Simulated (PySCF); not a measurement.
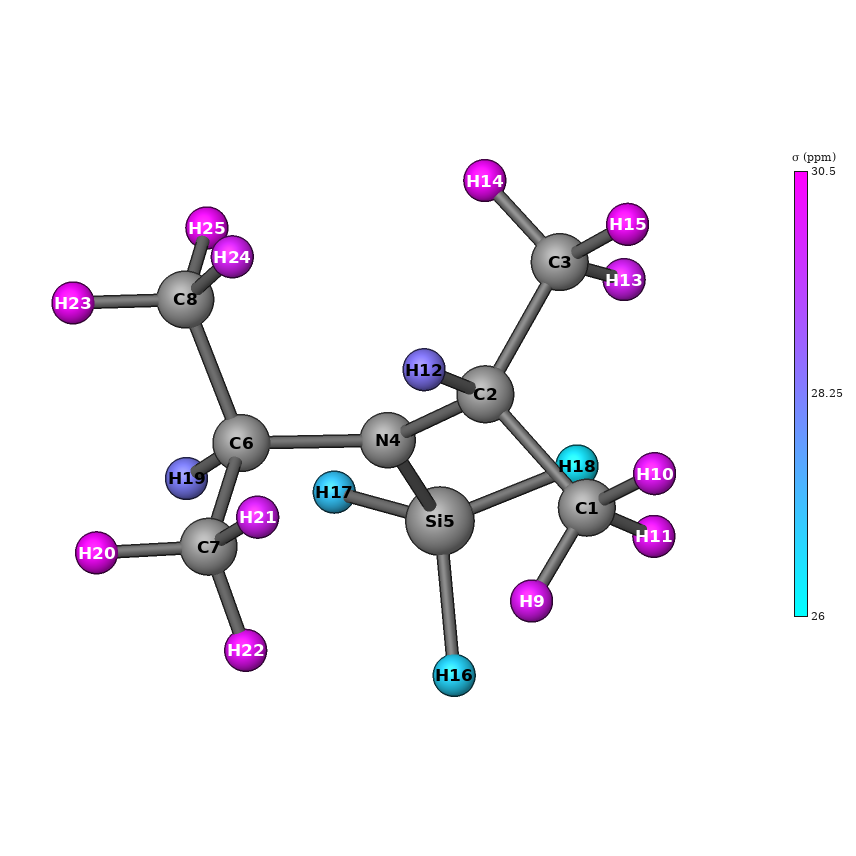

Atoms are coloured by their isotropic NMR shieldings (H only, the others grey). The computed structure is the end point of a PBE0-D3(BJ)/def2-SVP optimisation. No frequency run is at hand to confirm it as a minimum. Level of theory: GIAO PBE0/pcSseg-1 NMR shielding, non-relativistic, IEF-PCM dimethylsulfoxide (PySCF 2.14.0).

List the isotropic NMR shieldings of the H atoms.

| atom | σ (ppm) |
| --- | --- |
| H9 | 30.05 |
| H10 | 30.10 |
| H11 | 30.20 |
| H12 | 28.36 |
| H13 | 29.91 |
| H14 | 30.35 |
| H15 | 30.32 |
| H16 | 26.70 |
| H17 | 26.96 |
| H18 | 26.41 |
| H19 | 28.24 |
| H20 | 30.36 |
| H21 | 29.93 |
| H22 | 30.20 |
| H23 | 30.34 |
| H24 | 29.91 |
| H25 | 30.32 |
